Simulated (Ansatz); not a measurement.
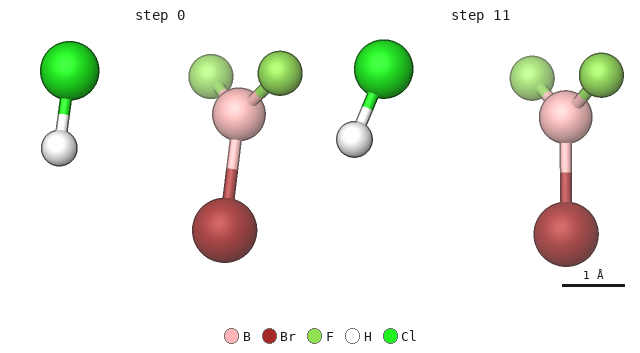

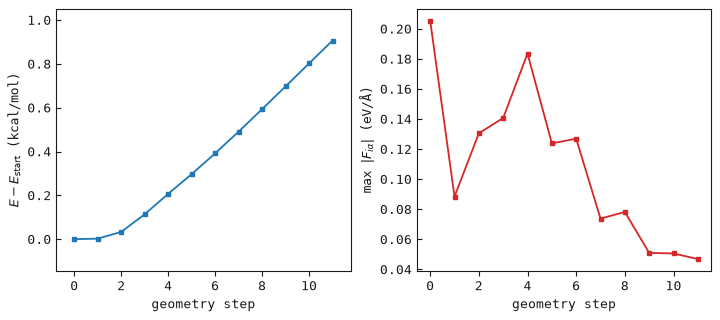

First and last geometry of a saddle-point search of BHBrClF2, with the history of the run. Style: ball-and-stick. Shown at a tilt.

Level of theory: RKS PBE0-D4/def2-SVP in Ansatz 0.2.0.

Input file:
```yaml
crystal:
  periodic: [false, false, false]
  atoms:
    - {symbol: B, position_ang: [-0.750284, -0.731781, -0.337674]}
    - {symbol: Br, position_ang: [-1.368006, 0.896677, -1.125473]}
    - {symbol: F, position_ang: [-1.180617, -1.092284, 0.843332]}
    - {symbol: F, position_ang: [0.053162, -1.518543, -1.005034]}
    - {symbol: H, position_ang: [1.421314, 1.777434, 0.563862]}
    - {symbol: Cl, position_ang: [1.824331, 0.668598, 1.060988]}
basis:
  gaussian: {orbitals: def2-SVP}
hamiltonian: {xc: pbe0, dispersion: d4}
saddle:
  max_steps: 30
  mode_guess:
    - [0.3845, -0.1687, 0.2934]
    - [0.1760, 0.2864, 0.0506]
    - [-0.0264, 0.0061, -0.0212]
    - [-0.0285, 0.0066, -0.0181]
    - [-0.5132, 0.2382, -0.3944]
    - [0.0077, -0.3686, 0.0897]
```

Command:
```bash
ansatz run in.yaml --threads 4 --pin off --events-out ev --progress --plain --max-ram 9574MiB
```

Question: Did the run converge, and what did it change?

Answer: The relaxation stopped without meeting its thresholds, so the last structure isn't shown to be converged. The input was poor on purpose: start at a minimum. After 11 geometry steps the energy has risen by 0.91 kcal/mol. Largest force component: 0.21 eV/Å at the start, 0.047 eV/Å at the end. H5 moves most after the best rigid fit: 0.49 Å. Largest moves by element: H 0.49 Å, Br 0.41 Å, B 0.13 Å, Cl 0.11 Å, F 0.04 Å. Among the contacts that change: H5–Cl6 1.280 → 1.287 Å.

Limits of the set-up: the start holds two separate molecules, 3.2 Å apart at their closest, whose relative position is a soft coordinate.
